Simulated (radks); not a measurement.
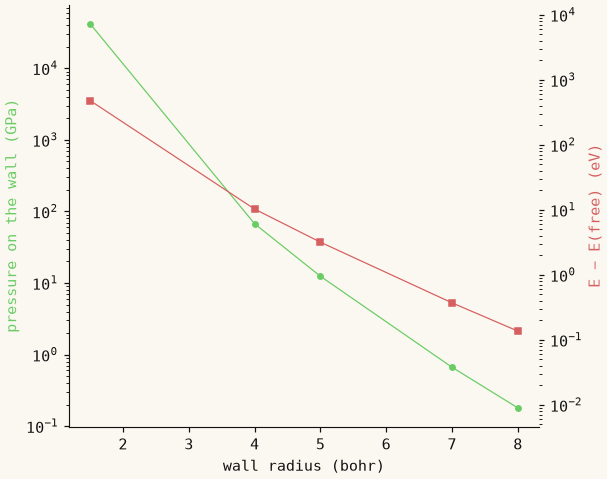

Atomic aluminium (Al) in the configuration [Ne] 3s2 3p1 (high spin). It is put inside a hard spherical wall of varying radius. Computed with the in-house radial solver radks: scalar-relativistic Kohn-Sham, LDA (Slater exchange, Perdew-Wang correlation), spin-polarised, spherical densities, point nucleus. The plot shows the pressure on the wall (left axis) and the energy above the free species (right axis).

How do pressure and energy grow as the wall closes in?

The pressure grows from 0.18 GPa at 8 bohr through 12 GPa at 5 bohr to 42000 GPa at 1.5 bohr, and the energy above the free species from 0.137 eV through 3.19 eV to 481.5 eV. The pressure is −dE/dV with V = 4πR³/3.
